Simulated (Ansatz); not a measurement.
Nudged elastic band, with input and output: SiH2ClF3

System: SiH2ClF3.
Method: UKS BLYP-D4/def2-SVP (Ansatz 0.2.0).

It belongs to a series of runs on one base structure; here: band between the two ends.

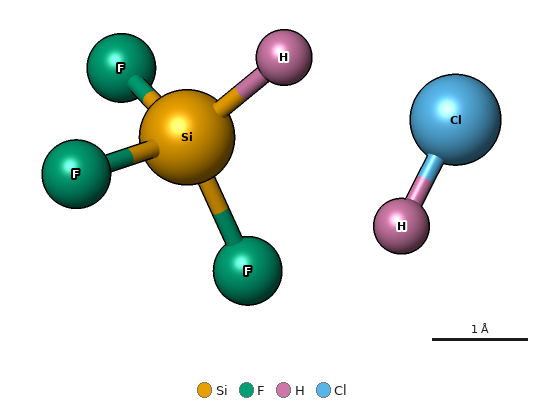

The structure as given in the input (ball-and-stick view, seen at a tilt).

The input
```yaml
crystal:
  periodic: [false, false, false]
  atoms:
    - { symbol: Si, position_ang: [-0.588925, -0.64631, -0.30173] }
    - { symbol: F, position_ang: [1.041268, -0.679644, -0.256749] }
    - { symbol: F, position_ang: [-1.063437, -2.076438, -0.888803] }
    - { symbol: F, position_ang: [-1.029621, 0.496182, -1.353711] }
    - { symbol: H, position_ang: [-1.153365, -0.423014, 1.038646] }
    - { symbol: H, position_ang: [1.710292, 1.160831, 0.611809] }
    - { symbol: Cl, position_ang: [1.083887, 2.168392, 1.150537] }
magnetization:
  spin_polarized: true
basis:
  gaussian: { orbitals: def2-SVP }
hamiltonian:
  xc: blyp
  dispersion: d4
neb:
  order_check: false
  images: 7
  f_tol: 0.05
  max_iterations: 60
  final_atoms:
    - { symbol: Si, position_ang: [-0.76584302, 0.03074477, -0.30262252] }
    - { symbol: F, position_ang: [1.69630344, -0.79103843, 1.02437522] }
    - { symbol: F, position_ang: [-0.1476692, -1.03743834, -1.34821861] }
    - { symbol: F, position_ang: [-2.16152665, 0.55949385, -0.94022259] }
    - { symbol: H, position_ang: [-1.02702419, -0.54560925, 1.02735298] }
    - { symbol: H, position_ang: [1.9077642, 0.09121481, 0.76640406] }
    - { symbol: Cl, position_ang: [0.49809442, 1.69263158, -0.22706953] }
  initial_path:
    images:
      - { positions_ang: [[-0.588925, -0.64631, -0.30173], [1.041268, -0.679644, -0.256749], [-1.063437, -2.076438, -0.888803], [-1.029621, 0.496182, -1.353711], [-1.153365, -0.423014, 1.038646], [1.710292, 1.160831, 0.611809], [1.083887, 2.168392, 1.150537]] }
      - { positions_ang: [[-0.5867951, -0.539362, -0.26164817], [1.06751015, -0.70026893, -0.01422373], [-0.82373486, -1.84511106, -0.99771583], [-1.19999744, 0.51980248, -1.24944043], [-1.16682485, -0.46893, 1.04851282], [1.68205237, 0.95643449, 0.61259516], [1.02788872, 2.07743402, 0.86191918]] }
      - { positions_ang: [[-0.5846652, -0.43241399, -0.22156633], [1.09375231, -0.72089387, 0.22830155], [-0.58403272, -1.61378413, -1.10662866], [-1.37037387, 0.54342297, -1.14516987], [-1.1802847, -0.51484599, 1.05837963], [1.65381274, 0.75203798, 0.61338132], [0.97189045, 1.98647604, 0.57330137]] }
      - { positions_ang: [[-0.58253531, -0.32546599, -0.1814845], [1.11999446, -0.7415188, 0.47082682], [-0.34433058, -1.38245719, -1.2155415], [-1.54075031, 0.56704345, -1.0408993], [-1.19374455, -0.56076199, 1.06824645], [1.62557312, 0.54764147, 0.61416748], [0.91589217, 1.89551806, 0.28468355]] }
      - { positions_ang: [[-0.58040541, -0.21851799, -0.14140267], [1.14623661, -0.76214374, 0.7133521], [-0.10462845, -1.15113025, -1.32445433], [-1.71112674, 0.59066393, -0.93662874], [-1.2072044, -0.60667799, 1.07811327], [1.59733349, 0.34324497, 0.61495364], [0.8598939, 1.80456007, -0.00393427]] }
      - { positions_ang: [[-0.62676481, -0.1562023, -0.18170763], [1.28375332, -0.76936741, 0.79110788], [-0.11538863, -1.12270728, -1.3303954], [-1.82372672, 0.58287141, -0.9375272], [-1.16215935, -0.5914108, 1.06542319], [1.67494117, 0.28023743, 0.65281624], [0.76944403, 1.77657795, -0.05971808]] }
      - { positions_ang: [[-0.67312421, -0.09388661, -0.22201259], [1.42127002, -0.77659109, 0.86886366], [-0.12614882, -1.0942843, -1.33633647], [-1.9363267, 0.57507889, -0.93842566], [-1.1171143, -0.57614362, 1.05273312], [1.75254884, 0.21722989, 0.69067885], [0.67899416, 1.74859583, -0.1155019]] }
      - { positions_ang: [[-0.71948362, -0.03157092, -0.26231756], [1.55878673, -0.78381476, 0.94661944], [-0.13690901, -1.06586132, -1.34227754], [-2.04892667, 0.56728637, -0.93932413], [-1.07206924, -0.56087643, 1.04004305], [1.83015652, 0.15422235, 0.72854145], [0.58854429, 1.7206137, -0.17128571]] }
      - { positions_ang: [[-0.76584302, 0.03074477, -0.30262252], [1.69630344, -0.79103843, 1.02437522], [-0.1476692, -1.03743834, -1.34821861], [-2.16152665, 0.55949385, -0.94022259], [-1.02702419, -0.54560925, 1.02735298], [1.9077642, 0.09121481, 0.76640406], [0.49809442, 1.69263158, -0.22706953]] }
```

Run as:
```bash
ansatz run input.yaml --threads 2 --pin off --max-ram 3072MiB --backend cpu --events-out ev --progress --plain --runs-dir out
```

Log
```
Engine: ansatz 0.2.0, aarch64-unknown-linux-gnu
Functional definition: BLYP
  parameter beta = 0.0042
  parameter a = 0.04918
  parameter b = 0.132
  parameter c = 0.2533
  parameter d = 0.349
  exchange = b88_x(beta = beta)
  correlation = lyp_c(a = a, b = b, c = c, d = d)
951 factors; their error is unknown
mean field evaluation 1: about -28570.1829 eV, gradient 3.8e1 eV
mean field evaluation 2: about -28557.6053 eV, gradient 7.6e1 eV
mean field evaluation 4: about -28574.5931 eV, gradient 1.2e0 eV
mean field evaluation 8: about -28574.6042 eV, gradient 3.2e-2 eV
mean field evaluation 16: about -28574.5348 eV, gradient 3.1e-5 eV
mean field -28574.53479358 eV, -1050.0947851488 hartree, gradient 3.1e-5 eV, S^2 0.000000; 0 other end points of the search recorded, 0 dependent functions left out
the calculation of the forces begins
reference -28574.53508773 eV, -1050.0947959585 hartree; 30, 30 occupied and 58, 58 virtual orbitals, 951 factors
951 factors; their error is unknown
mean field evaluation 32: about -28573.9571 eV, gradient 5.5e-5 eV
mean field -28573.95707923 eV, -1050.0735545379 hartree, gradient 5.5e-5 eV, S^2 0.000000; 0 other end points of the search recorded, 0 dependent functions left out
[... from here on the field's lines of each further geometry are left out, up to the last ...]
NEB iter   1: max|band force component| = 5.975e0 eV/Å  barrier→ = 2.1060 eV  barrier← = 1.5672 eV  Δτ_max = 0.1908 Å  (246 SCF iters)
NEB iter   2: max|band force component| = 2.868e0 eV/Å  barrier→ = 1.4780 eV  barrier← = 0.9393 eV  Δτ_max = 0.2000 Å  (226 SCF iters)
NEB iter   3: max|band force component| = 1.314e0 eV/Å  barrier→ = 1.5215 eV  barrier← = 0.9828 eV  Δτ_max = 0.1937 Å  (226 SCF iters)
NEB iter   4: max|band force component| = 1.191e0 eV/Å  barrier→ = 1.3909 eV  barrier← = 0.8522 eV  Δτ_max = 0.2000 Å  (214 SCF iters)
NEB iter   5: max|band force component| = 1.511e0 eV/Å  barrier→ = 1.3281 eV  barrier← = 0.7894 eV  Δτ_max = 0.1001 Å  (212 SCF iters)
NEB iter   6: max|band force component| = 3.793e-1 eV/Å  barrier→ = 1.3004 eV  barrier← = 0.7617 eV  CI = image 5  Δτ_max = 0.1443 Å  (208 SCF iters)
NEB iter   7: max|band force component| = 5.084e-1 eV/Å  barrier→ = 1.4199 eV  barrier← = 0.8812 eV  CI = image 5  Δτ_max = 0.0330 Å  (213 SCF iters)
NEB iter   8: max|band force component| = 2.600e-1 eV/Å  barrier→ = 1.4100 eV  barrier← = 0.8712 eV  CI = image 5  Δτ_max = 0.0342 Å  (201 SCF iters)
NEB iter   9: max|band force component| = 1.069e-1 eV/Å  barrier→ = 1.4097 eV  barrier← = 0.8709 eV  CI = image 5  Δτ_max = 0.0149 Å  (204 SCF iters)
the calculation of the forces begins
reference -28573.82672162 eV, -1050.0687639841 hartree; 30, 30 occupied and 58, 58 virtual orbitals, 951 factors
951 factors; their error is unknown
mean field evaluation 704: about -28573.0933 eV, gradient 9.2e-6 eV
mean field -28573.09329307 eV, -1050.0418109821 hartree, gradient 9.2e-6 eV, S^2 0.000000; 1 other end points of the search recorded, 0 dependent functions left out
the calculation of the forces begins
reference -28573.09356700 eV, -1050.0418210489 hartree; 30, 30 occupied and 58, 58 virtual orbitals, 951 factors
NEB iter  10: max|band force component| = 4.621e-2 eV/Å  barrier→ = 1.4092 eV  barrier← = 0.8705 eV  CI = image 5  Δτ_max = 0.0000 Å  (394 SCF iters)
```

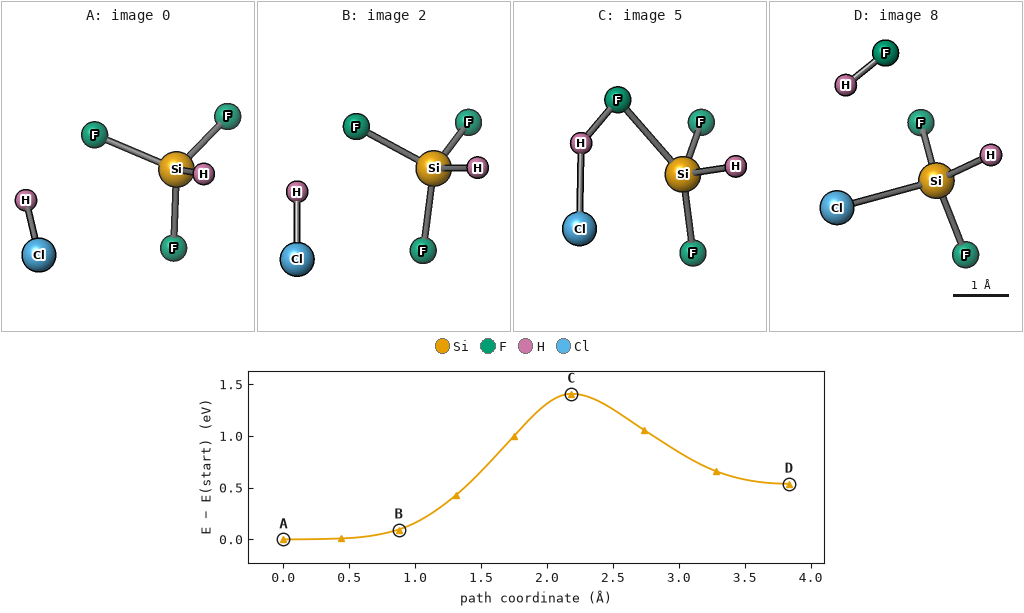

Images of the last band (counted from 0; ball-and-stick, seen at a tilt) above the energy along the path; the line is a cubic interpolation that uses the forces. The highest image is number 5, 1.409 eV above the start and 0.871 eV above the end (the climbing image); the end lies 0.539 eV above the start. The path is 3.83 Å long. The band converged in 10 iterations.

```
Total energy: -28573.40972436 eV, -1050.0534396175 hartree
Atom 0 at    -0.482973    -0.238464    -0.166590 Å, force     0.036761     0.020490     0.012923 eV/Å
Atom 1 at     1.282133    -0.653384     0.370386 Å, force    -0.027281    -0.027465    -0.008066 eV/Å
Atom 2 at    -0.362963    -1.532781    -1.152099 Å, force     0.001342    -0.000751    -0.007624 eV/Å
Atom 3 at    -1.445339     0.679844    -1.110105 Å, force    -0.007619    -0.001340    -0.002146 eV/Å
Atom 4 at    -1.154601    -0.544926     1.107508 Å, force    -0.004709    -0.004417     0.006492 eV/Å
Atom 5 at     1.472754     0.465844     0.557819 Å, force     0.009234     0.029528     0.008806 eV/Å
Atom 6 at     0.691089     1.823866     0.393079 Å, force    -0.007726    -0.016046    -0.010385 eV/Å
Dipole moment:     0.165369    -0.002040     0.311472 e Å
this run last wrote the band of iteration 10 to [file]
```

The last band as extended XYZ (Å, eV, eV/Å)
```
7
Properties=species:S:1:pos:R:3:forces:R:3 image=0 energy=-28574.81870
Si   -0.5889   -0.6463   -0.3017    0.0149   0.0148   0.0071
F     1.0413   -0.6796   -0.2567   -0.0072  -0.0014  -0.0019
F    -1.0634   -2.0764   -0.8888   -0.0031  -0.0079  -0.0029
F    -1.0296    0.4962   -1.3537   -0.0036  -0.0039  -0.0021
H    -1.1534   -0.4230    1.0386   -0.0023  -0.0018  -0.0023
H     1.7103    1.1608    0.6118   -0.0011   0.0008   0.0010
Cl    1.0839    2.1684    1.1505    0.0025  -0.0006   0.0011
7
Properties=species:S:1:pos:R:3:forces:R:3 image=1 energy=-28574.80948
Si   -0.5973   -0.6685   -0.2549   -0.0019  -0.0068  -0.0069
F     1.0248   -0.7150   -0.0816   -0.0058   0.0015  -0.0159
F    -1.0092   -2.0229   -1.0356   -0.0168  -0.0160   0.0132
F    -0.9707    0.5820   -1.2032    0.0062  -0.0090  -0.0125
H    -1.2619   -0.5930    1.0569    0.0028   0.0052  -0.0055
H     1.6723    1.1482    0.5589    0.0114   0.0208  -0.0019
Cl    1.1420    2.2692    0.9594    0.0041   0.0043   0.0296
7
Properties=species:S:1:pos:R:3:forces:R:3 image=2 energy=-28574.72339
Si   -0.5741   -0.6244   -0.2103   -0.0180  -0.1045  -0.0251
F     1.0398   -0.6977    0.0653   -0.0521   0.0193  -0.1120
F    -0.8504   -1.9213   -1.1318   -0.1730  -0.1383   0.0437
F    -1.0097    0.6560   -1.0885    0.1423  -0.0321  -0.0217
H    -1.2789   -0.6412    1.0824   -0.0503  -0.0802  -0.0328
H     1.5793    1.0108    0.5781    0.0458   0.1762   0.0021
Cl    1.0941    2.2177    0.7048    0.1053   0.1595   0.1458
7
Properties=species:S:1:pos:R:3:forces:R:3 image=3 energy=-28574.38901
Si   -0.5285   -0.5288   -0.1869   -0.0540  -0.3584  -0.0332
F     1.0826   -0.7052    0.1795   -0.1949   0.0477  -0.2561
F    -0.6533   -1.7940   -1.1823   -0.3674  -0.3449  -0.0112
F    -1.1517    0.6784   -1.0676    0.3817  -0.0334   0.0281
H    -1.2333   -0.5843    1.1035   -0.1064  -0.1513  -0.0345
H     1.5189    0.8683    0.5885    0.0771   0.4615   0.0449
Cl    0.9654    2.0656    0.5651    0.2639   0.3788   0.2620
7
Properties=species:S:1:pos:R:3:forces:R:3 image=4 energy=-28573.82114
Si   -0.4816   -0.3929   -0.1752    0.0488  -0.5348   0.0111
F     1.1540   -0.7062    0.2841   -0.4258  -0.1115  -0.3039
F    -0.4764   -1.6454   -1.2002   -0.3374  -0.3912  -0.1593
F    -1.3069    0.6849   -1.0811    0.4134  -0.0379   0.1092
H    -1.1923   -0.5529    1.1026   -0.0904  -0.0699  -0.0055
H     1.4707    0.7029    0.5869   -0.0106   0.8281   0.0672
Cl    0.8326    1.9097    0.4829    0.4020   0.3172   0.2812
7
Properties=species:S:1:pos:R:3:forces:R:3 image=5 energy=-28573.40945
Si   -0.4830   -0.2385   -0.1666    0.0368   0.0205   0.0129
F     1.2821   -0.6534    0.3704   -0.0273  -0.0275  -0.0081
F    -0.3630   -1.5328   -1.1521    0.0013  -0.0008  -0.0076
F    -1.4453    0.6798   -1.1101   -0.0076  -0.0013  -0.0021
H    -1.1546   -0.5449    1.1075   -0.0047  -0.0044   0.0065
H     1.4728    0.4658    0.5578    0.0092   0.0295   0.0088
Cl    0.6911    1.8239    0.3931   -0.0077  -0.0160  -0.0104
7
Properties=species:S:1:pos:R:3:forces:R:3 image=6 energy=-28573.75682
Si   -0.5681   -0.0957   -0.1864   -0.1318   0.2276  -0.0384
F     1.4421   -0.6920    0.5364    0.2241  -0.1004   0.2596
F    -0.2362   -1.3666   -1.1530    0.1863   0.2673  -0.0224
F    -1.6806    0.6548   -1.1037   -0.3424  -0.0084   0.0035
H    -1.1367   -0.5380    1.1017    0.0117   0.0121  -0.0249
H     1.6219    0.2699    0.6072    0.2350  -0.3084   0.0961
Cl    0.5576    1.7676    0.1977   -0.1828  -0.0897  -0.2734
7
Properties=species:S:1:pos:R:3:forces:R:3 image=7 energy=-28574.15887
Si   -0.6898   -0.0122   -0.2293   -0.1102   0.0783  -0.0405
F     1.6031   -0.7672    0.7551    0.1414  -0.0876   0.2092
F    -0.1252   -1.1807   -1.1979    0.1025   0.1848  -0.0583
F    -1.9405    0.6054   -1.0570   -0.2363  -0.0238   0.0354
H    -1.1304   -0.5257    1.0817   -0.0043   0.0093  -0.0293
H     1.7674    0.1641    0.6534    0.1384  -0.1080   0.0558
Cl    0.5156    1.7162   -0.0060   -0.0316  -0.0530  -0.1722
7
Properties=species:S:1:pos:R:3:forces:R:3 image=8 energy=-28574.27997
Si   -0.7658    0.0307   -0.3026   -0.0011  -0.0017   0.0036
F     1.6963   -0.7910    1.0244    0.0006  -0.0027   0.0010
F    -0.1477   -1.0374   -1.3482    0.0004  -0.0034  -0.0035
F    -2.1615    0.5595   -0.9402   -0.0021   0.0016  -0.0008
H    -1.0270   -0.5456    1.0274    0.0009   0.0009  -0.0009
H     1.9078    0.0912    0.7664   -0.0009   0.0039  -0.0002
Cl    0.4981    1.6926   -0.2271    0.0022   0.0015   0.0009
```

Key numbers

| quantity | value |
| --- | --- |
| outcome | converged |
| barrier, forward | 1.409 eV |
| barrier, backward | 0.871 eV |
| hardware | 2 threads of Arm Neoverse V1, 24 GiB of memory available, shared host |
| wall time | 2.8 min (CPU time 5.4 min) |
| peak memory | 0.15 GiB |

Notes

The order of the saddle point was not checked.
